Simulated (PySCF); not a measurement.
**C3H10O3Si (SMILES CC(C)O[SiH](O)O): density, localisation and related maps**

```csv
atom,x (Å),y (Å),z (Å)
C,-1.5864,1.9212,0.0494
C,-0.9730,0.5915,-0.4427
C,-1.8573,-0.6565,-0.3513
O,0.1260,0.3751,0.4058
Si,1.4243,-0.5001,0.2248
O,2.3329,-0.4787,1.5800
O,1.1697,-2.1131,0.0501
H,-1.8571,1.7791,1.0415
H,-0.9198,2.7689,-0.1144
H,-2.5042,2.1338,-0.5509
H,-0.5657,0.7147,-1.4694
H,-1.1871,-1.5475,-0.3652
H,-2.5272,-0.5574,-1.1888
H,-2.4824,-0.6875,0.5590
H,2.2030,-0.1020,-0.9022
H,2.5834,0.3629,1.9334
H,1.9462,-2.5975,0.3797
```

Geometry: GFN2-xTB, MD frame at 250 fs, 300 K.

Level of theory: PySCF 2.14.0, PBE0/pcSseg-1, SCF density, gas phase, non-relativistic.

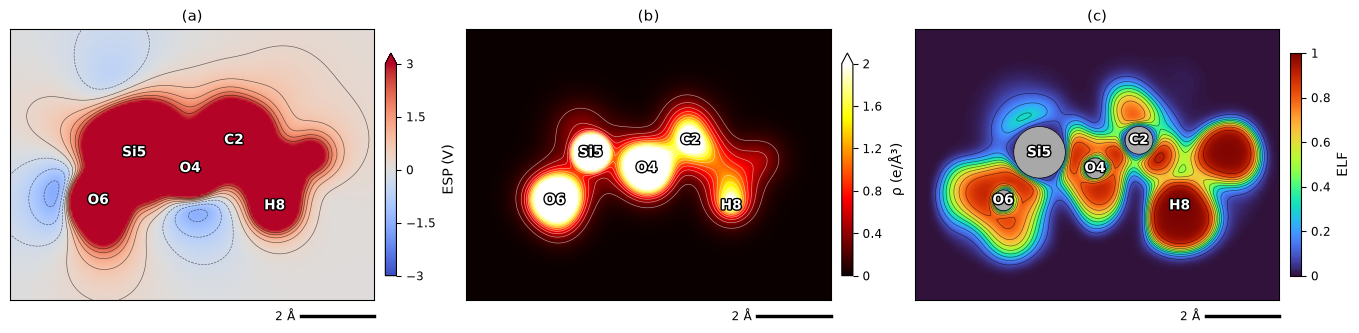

Figure 1. (a) molecular electrostatic potential; (b) total electron density; (c) electron localisation function on the plane of atoms C2, O4 and Si5. Grey discs cover the atomic cores in the ELF map.

> What do the fields say about this system?

- The section cuts through C, O, Si and H sites.
- C–O (1.41 Å): ρ is about 2 e/Å³ halfway, with its minimum of 1.7 e/Å³ about 0.5 Å from C; the ELF peaks at about 0.90 between the atoms; a shared but strongly polarised pair.
- Si–O (1.58 Å): ρ at the midpoint is about 1.3 e/Å³; the ELF peaks at about 0.85 between the atoms: a short, strongly polar bond.
- Si–O (1.63 Å): ρ at the midpoint is about 1.2 e/Å³; the ELF peaks at about 0.85 between the atoms: a shared but strongly polarised pair.
- The ELF also peaks beside O6 and O4, away from the bonds: lone-pair regions.
- Outside the dense part of the molecule the potential is most negative (−1.6 V) near O6.

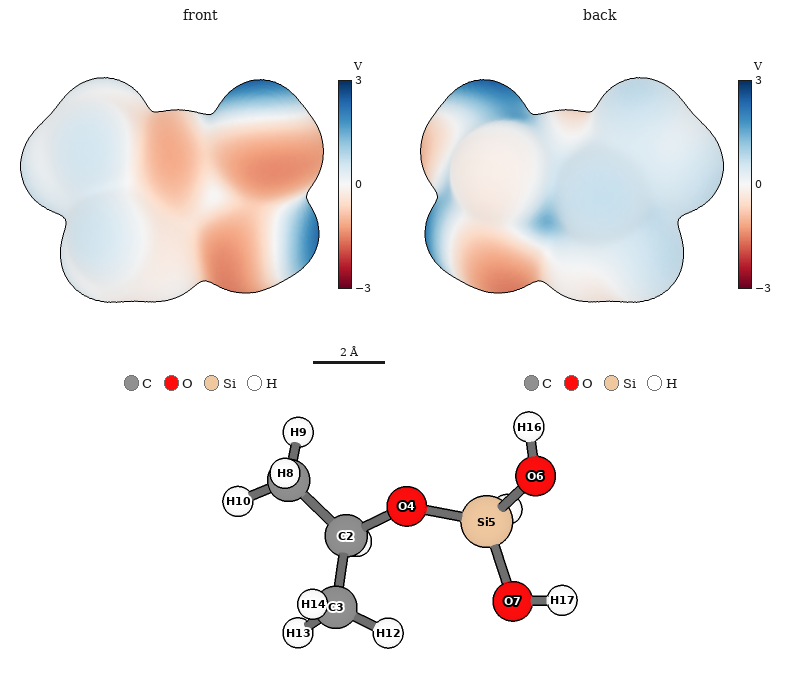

Figure 2. The electrostatic potential painted on the density surface at 0.002 e/bohr³, seen from the front and from behind; the colour scale runs from red (negative) to blue (positive). The bare structure is drawn below in the same view.

> Describe the electrostatic potential map.

The most negative region (about −1.5 V) lies over O7, the most positive (about +2.4 V) over H16. O7 is the likeliest acceptor of a hydrogen bond.

> What dipole moment does the calculation give?

Its dipole moment is 1.66 D.
